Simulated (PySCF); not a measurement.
# Two runs on C$_{2}$H$_{3}$Al

System: C$_{2}$H$_{3}$Al, SMILES [CH]1=[CH][AlH]1.
Method of the first run: RKS PBE-D4/def2-TZVPP, density fitting (PySCF 2.14.0).

The geometry comes from this level: PBE0-D4/def2-TZVP. Text and figures count atoms from 1; the logs count them from 0 in places.

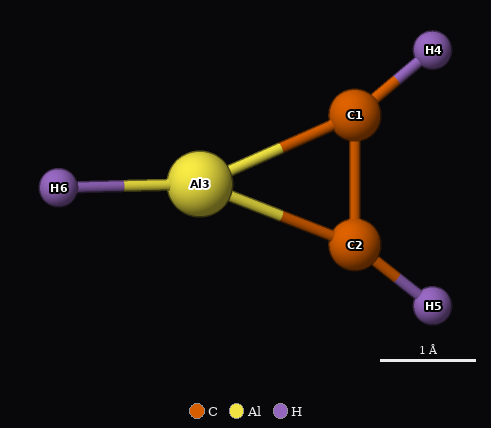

**Figure 1.** The structure (ball-and-stick view, seen at a tilt; atoms are numbered from 1 in the order of the input). Sticks mark near contacts. Bond lengths as drawn: Al–C 1.85 Å, Al–H 1.57 Å, C–C 1.37 Å and C–H 1.09 Å.

Input file, the first run:
```python
import json, numpy as np
from pyscf import gto, scf, dft, mp, cc
EV, BOHR = 27.211386245988, 0.529177210903
mol = gto.M(atom="""
C -0.664333 -0.483961 -0.305560
C 0.470448 0.153580 -0.723099
Al 0.207919 0.349362 1.100064
H -1.370611 -1.051030 -0.909482
H 0.870443 0.208022 -1.734077
H 0.485373 0.819219 2.571566
""", basis="def2-tzvpp", charge=0, spin=0, max_memory=4335, verbose=0)
def mean_field(mol, dm=None):
    mf = dft.RKS(mol, xc="pbe").density_fit()
    mf.conv_tol = 1e-9; mf.grids.level = 4
    mf.kernel(dm0=dm)
    if not mf.converged: mf = mf.newton().run(mf.mo_coeff, mf.mo_occ)
    assert mf.converged
    return mf
def d4(mol):
    from pyscf.dispersion.dftd4 import DFTD4Dispersion
    real = gto.M(atom=[(mol.atom_pure_symbol(i), mol.atom_coord(i)) for i in range(6)], unit='B', charge=mol.charge, spin=None, basis='def2-svp', verbose=0)
    r = DFTD4Dispersion(real, xc="pbe", atm=True).get_dispersion(grad=True); return r["energy"], r["gradient"]
def energy_and_gradient(mol, dm=None):
    mf = mean_field(mol, dm); e, g = d4(mol)
    return mf, (mf.e_tot + e) * EV, (mf.nuc_grad_method().kernel()[:6] + g) * EV / BOHR
out = {}
mf = mean_field(mol); e = d4(mol)[0]
out.update(energy=(mf.e_tot + e) * EV, converged=True, dispersion=e * EV)
out['s2'] = mf.spin_square()[0]; out['nelec'] = mol.nelec
print(f"Total energy {out['energy']:.6f} eV, <S^2> {out['s2']:.4f}")
json.dump(out, open("out.json", "w"), default=float)
```

Command:
```bash
OMP_NUM_THREADS=2 python run.py
```

Hardware: 2 threads of Arm Neoverse V1, 23 GiB of memory available, shared host.

Output (the first run):
```
Total energy -8711.720001 eV, <S^2> 0.0000
```

For the second run the input was changed thus:
```diff
-    mf = dft.RKS(mol, xc="pbe").density_fit()
+    mf = dft.RKS(mol, xc="pbe0").density_fit()
-    r = DFTD4Dispersion(real, xc="pbe", atm=True).get_dispersion(grad=True); return r["energy"], r["gradient"]
+    r = DFTD4Dispersion(real, xc="pbe0", atm=True).get_dispersion(grad=True); return r["energy"], r["gradient"]
```

How does the second run compare with the first run?

The total energies belong to different models, so their difference says nothing on which is more stable or more accurate. The functional changes from PBE to PBE0.

Output (the second run):
```
Total energy -8712.525031 eV, <S^2> 0.0000
```

The two runs side by side:

| quantity | the first run | the second run |
| --- | --- | --- |
| outcome | converged | converged |
| total energy (hartree) | −320.149805 | −320.179389 |
| basis functions | 146 | 146 |
| wall time (shared host) | 10 s | 8.5 s |
